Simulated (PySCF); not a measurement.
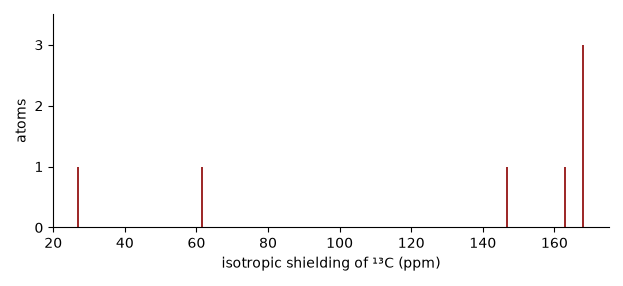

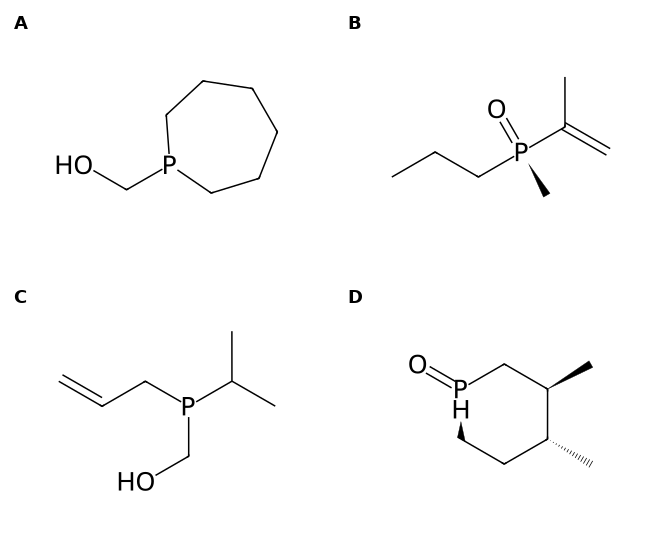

The sticks are computed shieldings of one of the molecules, for one fixed geometry (GFN2-xTB) without averaging over rotations. Low shielding means a high chemical shift. Method: GIAO PBE0/pcSseg-1 NMR shielding, non-relativistic, gas phase (PySCF 2.14.0).

Which molecule gives this pattern?

Answer. B, `C=C(C)[P@@](C)(=O)CCC`. Its 7 C atoms give lines at 27.0, 61.6, 146.8, 163.0, 168.1 (3 atoms) ppm.

The geometry is semi-empirical. Around P such bond lengths and angles can be off by a tenth of an ångström or more and by several degrees, and values that hang on the shape move with them.
